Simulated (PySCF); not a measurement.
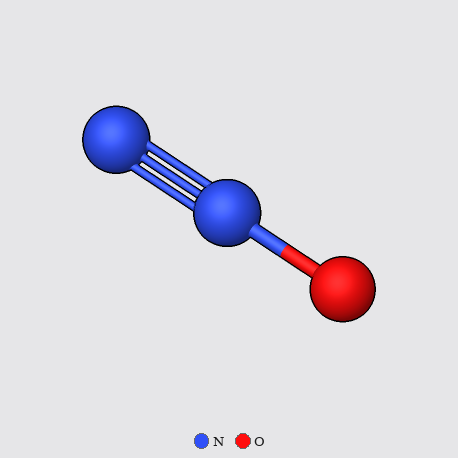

The geometry was computed by an optimisation with PBE0-D3(BJ)/def2-SVP. No frequency run is at hand to confirm it as a minimum.

Give the structural formula.

SMILES: N#[N+][O-]

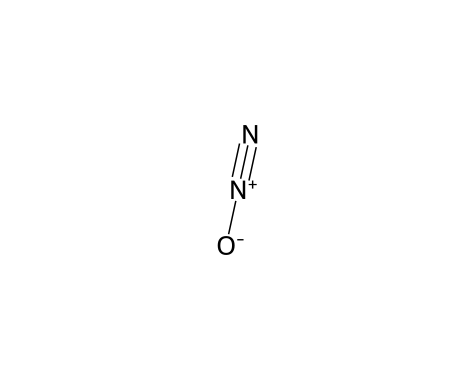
